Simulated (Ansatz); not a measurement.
## Geometry relaxation, with input and output: C$_{2}$H$_{9}$InO$_{2}$ (part 2 of 2)

Continued. System: C$_{2}$H$_{9}$InO$_{2}$, SMILES [CH3][In-]([CH3])([OH])[OH2+]. Method: RKS PBE-D4/def2-SVP (Ansatz 0.2.0). The geometry: force-field start.

Geometry of the input (Å):
```
C  -1.5547  1.0543  0.4222
In -0.0218  -0.1743  -0.4097
C  0.9330  -1.2460  1.2118
O  -0.7407  -1.4811  -1.7053
O  1.3344  0.9670  -1.3812
H  -1.2235  2.1512  0.5215
H  -2.4457  1.0976  -0.2747
H  -1.8748  0.7256  1.3946
H  0.3645  -1.1300  2.1921
H  1.9767  -0.8166  1.4179
H  1.0491  -2.3197  0.9793
H  -1.4541  -0.9555  -2.2023
H  2.0848  0.4242  -1.4570
H  1.5598  1.6739  -0.6805
```

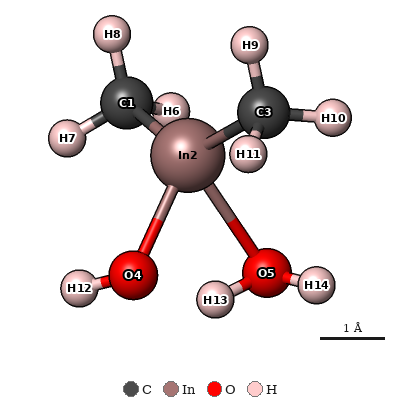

Fig. 1: The geometry at step 15 of the log (ball-and-stick view, seen at an oblique angle; atoms are numbered from 1 in the order of the input).

Trajectory as extended XYZ, continued
```
14
Properties=species:S:1:pos:R:3:forces:R:3 step=7 energy=-11476.95495
C    -1.8330    1.2851    0.4133   -0.1024   0.1042   0.0360
In   -0.3690   -0.2646    0.0497    0.1574  -0.1482  -0.0790
C     1.0619   -1.3589    1.2566    0.0667   0.0134   0.1980
O    -0.3854   -1.4202   -1.6590   -0.1927   0.1716  -0.1474
O     1.2817    1.1112   -1.1924   -0.0385   0.0619   0.0663
H    -1.2874    2.2497    0.4609   -0.0555  -0.0082   0.0015
H    -2.5874    1.3407   -0.3953    0.0239  -0.0151  -0.0015
H    -2.3486    1.1175    1.3805    0.0228   0.0109  -0.0489
H     0.6574   -1.5580    2.2685    0.0463  -0.0198   0.0125
H     2.0093   -0.7947    1.3701    0.0285  -0.0188   0.0278
H     1.2723   -2.3233    0.7533   -0.0290   0.0557  -0.0239
H    -1.1531   -1.1777   -2.2151    0.1371  -0.0599  -0.0138
H     1.6094    0.4309   -1.8152   -0.1550  -0.1432  -0.0629
H     2.0589    1.3329   -0.6472    0.0903  -0.0046   0.0354
14
Properties=species:S:1:pos:R:3:forces:R:3 step=8 energy=-11477.00794
C    -1.8486    1.2826    0.4058   -0.0239   0.0230   0.0335
In   -0.3478   -0.2492    0.0681    0.0485   0.0167   0.1614
C     1.0728   -1.3533    1.2893    0.0324  -0.0190   0.0794
O    -0.3238   -1.3425   -1.6844    0.0367   0.1363  -0.1078
O     1.2742    1.1331   -1.1687    0.8759  -0.5305  -0.0949
H    -1.3134    2.2520    0.4540   -0.0362   0.0054   0.0042
H    -2.5970    1.3282   -0.4080    0.0133  -0.0344  -0.0226
H    -2.3668    1.1108    1.3694   -0.0084   0.0138  -0.0158
H     0.6763   -1.5899    2.2968    0.0057   0.0135  -0.0375
H     2.0205   -0.7918    1.4145    0.0137  -0.0131   0.0153
H     1.2795   -2.2977    0.7469    0.0121   0.0347   0.0330
H    -1.1064   -1.1217   -2.2231    0.0350  -0.0054  -0.1035
H     1.4170    0.3913   -1.8286   -0.2754   0.4994   0.4855
H     2.1506    1.2186   -0.7032   -0.7295  -0.1405  -0.4303
14
Properties=species:S:1:pos:R:3:forces:R:3 step=9 energy=-11477.09667
C    -1.8670    1.2819    0.4165   -0.0363  -0.0345   0.0106
In   -0.3382   -0.2333    0.1086    0.1456   0.1222   0.1615
C     1.0863   -1.3503    1.3178   -0.0290  -0.0300   0.0583
O    -0.2253   -1.2118   -1.7209    0.0017   0.1332  -0.1749
O     1.2694    1.1101   -1.1608    1.0917  -0.7035  -0.1751
H    -1.3495    2.2609    0.4623   -0.0103  -0.0132  -0.0044
H    -2.5976    1.3023   -0.4151    0.0176  -0.0248   0.0000
H    -2.4026    1.1143    1.3707   -0.0139   0.0063  -0.0099
H     0.6812   -1.6000    2.3178    0.0165   0.0003  -0.0085
H     2.0302   -0.7852    1.4560   -0.0143   0.0088   0.0056
H     1.3034   -2.2872    0.7674    0.0027   0.0253   0.0208
H    -1.0300   -1.0502   -2.2510    0.1141   0.0020  -0.0533
H     1.2248    0.3632   -1.8465   -0.2135   0.5119   0.6411
H     2.2021    1.0559   -0.7942   -1.0725  -0.0039  -0.4718
14
Properties=species:S:1:pos:R:3:forces:R:3 step=10 energy=-11477.20944
C    -1.8740    1.2743    0.4252   -0.0175  -0.0198  -0.0209
In   -0.3021   -0.2002    0.1337   -0.0269   0.1262   0.3216
C     1.0913   -1.3498    1.3462    0.0066  -0.0108  -0.0109
O    -0.1493   -1.0955   -1.7535    0.0522   0.1054  -0.1740
O     1.2693    1.0994   -1.1902    0.6360  -0.7286  -0.0837
H    -1.3704    2.2607    0.4687   -0.0271   0.0000  -0.0063
H    -2.5910    1.2759   -0.4192    0.0318  -0.0212   0.0112
H    -2.4234    1.1100    1.3721    0.0109  -0.0202  -0.0110
H     0.6862   -1.6143    2.3417   -0.0225   0.0249  -0.0126
H     2.0308   -0.7793    1.4905    0.0023  -0.0102   0.0186
H     1.3149   -2.2777    0.7841    0.0103   0.0099   0.0160
H    -0.9556   -0.9707   -2.2925    0.1606   0.0354  -0.0061
H     1.0549    0.2903   -1.7847   -0.1103   0.4232   0.2284
H     2.2054    0.9477   -0.8934   -0.7064   0.0857  -0.2704
14
Properties=species:S:1:pos:R:3:forces:R:3 step=11 energy=-11477.24921
C    -1.8888    1.2707    0.4387   -0.0390  -0.0134  -0.0137
In   -0.2938   -0.1783    0.1946    0.3097   0.1393  -0.1069
C     1.0998   -1.3479    1.3778   -0.0511  -0.0447   0.0507
O    -0.0693   -0.9884   -1.7548   -0.2464  -0.0786  -0.3174
O     1.2645    1.0371   -1.1864    0.5823  -0.0533  -0.1531
H    -1.4123    2.2710    0.4774   -0.0120  -0.0269  -0.0010
H    -2.5901    1.2412   -0.4181    0.0220  -0.0204   0.0214
H    -2.4464    1.0990    1.3788   -0.0176   0.0058  -0.0054
H     0.6791   -1.6131    2.3661    0.0207  -0.0227   0.0191
H     2.0417   -0.7849    1.5344   -0.0313   0.0189  -0.0053
H     1.3212   -2.2728    0.8104   -0.0096   0.0108   0.0100
H    -0.8521   -0.8727   -2.3276    0.0319  -0.0694   0.0276
H     0.9262    0.3124   -1.8495   -0.0360   0.0305   0.5836
H     2.2072    0.7971   -1.0131   -0.5237   0.1241  -0.1096
14
Properties=species:S:1:pos:R:3:forces:R:3 step=12 energy=-11477.14647 accepted=F
C    -1.8701    1.2508    0.4055   -0.0968   0.0855  -0.0148
In   -0.1875   -0.0793    0.3321   -0.1113  -0.3631  -1.3716
C     1.1375   -1.3575    1.4229    0.0276  -0.0746   0.0130
O    -0.1634   -0.9078   -1.8135    0.0436   0.4074   0.9712
O     1.3197    1.0422   -1.1943   -0.1134   0.1187   0.4157
H    -1.4711    2.2835    0.3903   -0.0941   0.0295  -0.0159
H    -2.5138    1.0777   -0.4835    0.1279   0.0491   0.1157
H    -2.4595    1.0897    1.3254   -0.0626   0.0536   0.0557
H     0.6763   -1.6783    2.3739    0.0503   0.0003   0.0847
H     2.0771   -0.8093    1.6211    0.0668  -0.0749   0.0788
H     1.3324   -2.2444    0.7906    0.0497   0.0216  -0.0030
H    -0.9799   -0.7263   -2.3284    0.2687   0.0560   0.2436
H     0.8412    0.2694   -1.7000   -0.2572  -0.2637  -0.5897
H     2.2482    0.7603   -1.1134    0.1008  -0.0454   0.0165
14
Properties=species:S:1:pos:R:3:forces:R:3 step=13 energy=-11477.28981
C    -1.8794    1.2644    0.4308    0.0028   0.0246  -0.0353
In   -0.2355   -0.1297    0.2057    0.0188  -0.0587   0.0380
C     1.1061   -1.3513    1.3908   -0.0062   0.0024   0.0011
O    -0.0942   -0.9630   -1.7656   -0.0232   0.1074   0.0233
O     1.2987    1.0534   -1.1970   -0.0664  -0.0452  -0.0426
H    -1.4483    2.2852    0.4576   -0.0321  -0.0189  -0.0081
H    -2.5620    1.1820   -0.4374    0.0051   0.0181   0.0174
H    -2.4475    1.0849    1.3631    0.0066  -0.0113   0.0039
H     0.6654   -1.6335    2.3655   -0.0017   0.0089   0.0069
H     2.0497   -0.7998    1.5713    0.0087  -0.0170   0.0219
H     1.3215   -2.2657    0.8054    0.0129  -0.0021   0.0015
H    -0.8876   -0.8297   -2.3177    0.0101  -0.0001   0.0092
H     0.8721    0.2934   -1.7721    0.0963  -0.0023  -0.0368
H     2.2280    0.7801   -1.0719   -0.0317  -0.0056  -0.0004
14
Properties=species:S:1:pos:R:3:forces:R:3 step=14 energy=-11477.29229
C    -1.8727    1.2620    0.4275   -0.0034   0.0004   0.0060
In   -0.2277   -0.1339    0.2077    0.0160   0.0061  -0.0286
C     1.1074   -1.3564    1.4021   -0.0032   0.0056  -0.0134
O    -0.0956   -0.9491   -1.7710   -0.0070  -0.0120   0.0294
O     1.2860    1.0556   -1.2182   -0.0265   0.0725   0.0631
H    -1.4479    2.2851    0.4506   -0.0096  -0.0133  -0.0045
H    -2.5613    1.1772   -0.4354    0.0079  -0.0001   0.0058
H    -2.4336    1.0806    1.3638   -0.0084   0.0034   0.0018
H     0.6533   -1.6405    2.3703   -0.0043   0.0063   0.0017
H     2.0502   -0.8086    1.5986   -0.0016  -0.0073   0.0116
H     1.3296   -2.2695    0.8174    0.0089  -0.0025   0.0040
H    -0.8908   -0.8122   -2.3176   -0.0291   0.0020  -0.0132
H     0.8758    0.2872   -1.7872   -0.0292  -0.0527  -0.0698
H     2.2143    0.7933   -1.0799    0.0894  -0.0085   0.0061
14
Properties=species:S:1:pos:R:3:forces:R:3 step=15 energy=-11477.29038 accepted=F
C    -1.8672    1.2526    0.4330    0.0133   0.0069  -0.0204
In   -0.2060   -0.1203    0.1857   -0.1276  -0.0767   0.0922
C     1.1097   -1.3394    1.4029    0.0415  -0.0145   0.0426
O    -0.1297   -0.9394   -1.7915    0.0133   0.0535  -0.0212
O     1.3073    1.0309   -1.2128    0.0524   0.0468  -0.0866
H    -1.4578    2.2810    0.4450   -0.0053   0.0305   0.0061
H    -2.5611    1.1549   -0.4235   -0.0191   0.0030  -0.0038
H    -2.4186    1.0699    1.3748    0.0088  -0.0098   0.0022
H     0.6175   -1.6561    2.3444    0.0129   0.0123  -0.0576
H     2.0309   -0.7785    1.6620   -0.0291  -0.0176  -0.0079
H     1.3820   -2.2353    0.8116    0.0020   0.0017   0.0174
H    -0.9372   -0.7855   -2.3178    0.0328  -0.0092   0.0238
H     0.8876    0.2912   -1.8149   -0.0259  -0.0322   0.0283
H     2.2294    0.7448   -1.0703    0.0300   0.0053  -0.0151
14
Properties=species:S:1:pos:R:3:forces:R:3 step=16 energy=-11477.29373
C    -1.8720    1.2578    0.4304    0.0036  -0.0026   0.0061
In   -0.2194   -0.1291    0.2015    0.0026  -0.0075  -0.0090
C     1.1078   -1.3521    1.4045    0.0038   0.0008  -0.0070
O    -0.1093   -0.9418   -1.7778   -0.0055   0.0099   0.0042
O     1.3004    1.0484   -1.2208    0.0205  -0.0086  -0.0037
H    -1.4564    2.2842    0.4480   -0.0005   0.0041   0.0004
H    -2.5636    1.1659   -0.4289   -0.0032  -0.0031  -0.0031
H    -2.4280    1.0752    1.3696   -0.0006   0.0001  -0.0009
H     0.6326   -1.6477    2.3591   -0.0044  -0.0051   0.0051
H     2.0414   -0.8005    1.6314   -0.0023   0.0036   0.0034
H     1.3527   -2.2594    0.8193   -0.0014   0.0033   0.0017
H    -0.9109   -0.7996   -2.3148    0.0010  -0.0005   0.0030
H     0.8813    0.2892   -1.7999   -0.0071  -0.0040   0.0009
H     2.2305    0.7799   -1.0929   -0.0065   0.0098  -0.0011
14
Properties=species:S:1:pos:R:3:forces:R:3 step=17 energy=-11477.29406
C    -1.8697    1.2564    0.4325    0.0024   0.0052  -0.0048
In   -0.2143   -0.1268    0.1986   -0.0074  -0.0053   0.0043
C     1.1070   -1.3497    1.4078    0.0178  -0.0030   0.0111
O    -0.1169   -0.9368   -1.7816   -0.0013   0.0052  -0.0015
O     1.3079    1.0425   -1.2262    0.0103  -0.0128  -0.0174
H    -1.4598    2.2853    0.4432   -0.0002  -0.0006   0.0011
H    -2.5653    1.1573   -0.4230   -0.0019  -0.0006   0.0025
H    -2.4204    1.0753    1.3751    0.0012  -0.0008  -0.0003
H     0.6158   -1.6652    2.3488    0.0063   0.0003  -0.0197
H     2.0288   -0.7894    1.6629   -0.0193  -0.0065  -0.0028
H     1.3758   -2.2456    0.8151   -0.0035   0.0083   0.0088
H    -0.9219   -0.7909   -2.3127    0.0047  -0.0009   0.0031
H     0.8822    0.2877   -1.8069   -0.0042   0.0044   0.0133
H     2.2377    0.7706   -1.1048   -0.0049   0.0072   0.0022
14
Properties=species:S:1:pos:R:3:forces:R:3 step=18 energy=-11477.29429
C    -1.8673    1.2580    0.4339    0.0002   0.0083  -0.0073
In   -0.2122   -0.1254    0.1972   -0.0128  -0.0034   0.0094
C     1.1068   -1.3484    1.4087    0.0348  -0.0091   0.0291
O    -0.1228   -0.9364   -1.7822    0.0013  -0.0005  -0.0036
O     1.3113    1.0374   -1.2318    0.0068  -0.0153  -0.0166
H    -1.4596    2.2879    0.4353   -0.0004  -0.0043   0.0010
H    -2.5694    1.1522   -0.4158    0.0021  -0.0003   0.0059
H    -2.4109    1.0815    1.3816    0.0017   0.0005  -0.0010
H     0.5988   -1.6910    2.3323    0.0226   0.0075  -0.0431
H     2.0122   -0.7757    1.6968   -0.0426  -0.0247  -0.0096
H     1.4058   -2.2285    0.8056   -0.0112   0.0260   0.0212
H    -0.9293   -0.7881   -2.3103    0.0068   0.0000   0.0020
H     0.8823    0.2824   -1.8100   -0.0038   0.0103   0.0099
H     2.2412    0.7648   -1.1125   -0.0055   0.0052   0.0027
14
Properties=species:S:1:pos:R:3:forces:R:3 step=19 energy=-11477.29454
C    -1.8659    1.2614    0.4348   -0.0029   0.0061  -0.0053
In   -0.2139   -0.1256    0.1980   -0.0034  -0.0005   0.0071
C     1.1071   -1.3474    1.4085    0.0440  -0.0199   0.0353
O    -0.1248   -0.9394   -1.7805   -0.0028  -0.0020  -0.0028
O     1.3109    1.0334   -1.2346    0.0023  -0.0022  -0.0100
H    -1.4566    2.2907    0.4267   -0.0003  -0.0052   0.0000
H    -2.5734    1.1507   -0.4097    0.0029   0.0006   0.0060
H    -2.4038    1.0922    1.3871    0.0028   0.0008  -0.0029
H     0.5885   -1.7178    2.3160    0.0311   0.0147  -0.0550
H     1.9972   -0.7646    1.7248   -0.0582  -0.0354  -0.0167
H     1.4320   -2.2107    0.7935   -0.0160   0.0395   0.0330
H    -0.9310   -0.7911   -2.3091    0.0030  -0.0009   0.0003
H     0.8800    0.2786   -1.8111    0.0005   0.0029   0.0090
H     2.2406    0.7603   -1.1157   -0.0032   0.0016   0.0019
14
Properties=species:S:1:pos:R:3:forces:R:3 step=20 energy=-11477.29477
C    -1.8632    1.2664    0.4345   -0.0017   0.0052   0.0054
In   -0.2148   -0.1250    0.1995   -0.0155  -0.0059   0.0018
C     1.1079   -1.3478    1.4070    0.0573  -0.0274   0.0396
O    -0.1294   -0.9459   -1.7763    0.0080  -0.0021   0.0039
O     1.3067    1.0315   -1.2393    0.0083  -0.0164   0.0028
H    -1.4506    2.2942    0.4147   -0.0029  -0.0034  -0.0006
H    -2.5774    1.1505   -0.4036    0.0049  -0.0016   0.0034
H    -2.3946    1.1069    1.3923    0.0033   0.0024  -0.0058
H     0.5782   -1.7517    2.2940    0.0365   0.0248  -0.0627
H     1.9780   -0.7532    1.7567   -0.0662  -0.0483  -0.0203
H     1.4644   -2.1900    0.7793   -0.0245   0.0565   0.0417
H    -0.9341   -0.7967   -2.3068    0.0041   0.0027   0.0023
H     0.8792    0.2696   -1.8090   -0.0083   0.0112  -0.0085
H     2.2367    0.7618   -1.1142   -0.0032   0.0025  -0.0030
14
Properties=species:S:1:pos:R:3:forces:R:3 step=21 energy=-11477.29482
C    -1.8624    1.2720    0.4363   -0.0062   0.0021   0.0023
In   -0.2192   -0.1253    0.2018    0.0241  -0.0029   0.0033
C     1.1089   -1.3455    1.4057    0.0616  -0.0529   0.0547
O    -0.1297   -0.9500   -1.7723   -0.0155   0.0127  -0.0047
O     1.3090    1.0247   -1.2375   -0.0080   0.0097  -0.0143
H    -1.4480    2.2988    0.4024   -0.0014  -0.0069  -0.0017
H    -2.5824    1.1478   -0.3956    0.0002   0.0027   0.0044
H    -2.3873    1.1238    1.3995    0.0065   0.0006  -0.0098
H     0.5665   -1.7897    2.2665    0.0538   0.0343  -0.0771
H     1.9551   -0.7405    1.7964   -0.0863  -0.0586  -0.0354
H     1.5016   -2.1606    0.7623   -0.0356   0.0748   0.0620
H    -0.9350   -0.8043   -2.3028   -0.0027  -0.0039  -0.0018
H     0.8713    0.2714   -1.8108    0.0270  -0.0091   0.0166
H     2.2384    0.7479   -1.1233   -0.0174  -0.0026   0.0015
14
Properties=species:S:1:pos:R:3:forces:R:3 step=22 energy=-11477.29538
C    -1.8586    1.2728    0.4354   -0.0050   0.0026   0.0066
In   -0.2169   -0.1264    0.2016   -0.0026   0.0052  -0.0029
C     1.1086   -1.3467    1.4081    0.0557  -0.0362   0.0314
O    -0.1336   -0.9510   -1.7729   -0.0008  -0.0030   0.0021
O     1.3036    1.0260   -1.2436    0.0084  -0.0068   0.0032
H    -1.4433    2.2989    0.3951   -0.0011  -0.0055  -0.0015
H    -2.5825    1.1461   -0.3927    0.0016  -0.0001   0.0031
H    -2.3794    1.1295    1.4015    0.0028   0.0018  -0.0071
H     0.5629   -1.8054    2.2580    0.0315   0.0285  -0.0586
H     1.9441   -0.7385    1.8135   -0.0598  -0.0419  -0.0251
H     1.5154   -2.1503    0.7607   -0.0246   0.0495   0.0465
H    -0.9393   -0.8036   -2.3024    0.0001   0.0000   0.0012
H     0.8727    0.2656   -1.8125   -0.0022   0.0038   0.0046
H     2.2332    0.7536   -1.1211   -0.0040   0.0022  -0.0036
14
Properties=species:S:1:pos:R:3:forces:R:3 step=23 energy=-11477.29580
C    -1.8576    1.2736    0.4362   -0.0023   0.0015  -0.0008
In   -0.2161   -0.1250    0.2023    0.0083  -0.0077   0.0052
C     1.1093   -1.3468    1.4079   -0.0125   0.0093  -0.0044
O    -0.1349   -0.9513   -1.7714   -0.0005   0.0000   0.0041
O     1.3057    1.0248   -1.2444   -0.0044  -0.0035  -0.0001
H    -1.4429    2.2992    0.3861   -0.0012   0.0029  -0.0009
H    -2.5856    1.1401   -0.3870   -0.0018   0.0008  -0.0001
H    -2.3727    1.1365    1.4058   -0.0008   0.0013   0.0020
H     0.5563   -1.8182    2.2432    0.0019  -0.0019  -0.0019
H     1.9314   -0.7363    1.8297    0.0035  -0.0009   0.0042
H     1.5287   -2.1382    0.7578    0.0066  -0.0045  -0.0007
H    -0.9415   -0.8038   -2.2993   -0.0010   0.0006  -0.0026
H     0.8716    0.2648   -1.8112    0.0001   0.0021  -0.0074
H     2.2353    0.7512   -1.1270    0.0042   0.0000   0.0035
```

Results in brief

```csv
quantity,value
outcome,converged
total energy,−11477.2959 eV
mean-field energy,−11477.0548 eV
dispersion energy,−0.2411 eV
SCF solution under orbital rotations,stable
largest force (length of the vector) at the end,0.016 eV/Å
dipole moment,0.82 D
hardware,"4 threads of Arm Neoverse V1, 23 GiB of memory available, shared host"
wall time,40 s (CPU time 2.4 min)
peak memory,0.18 GiB
```
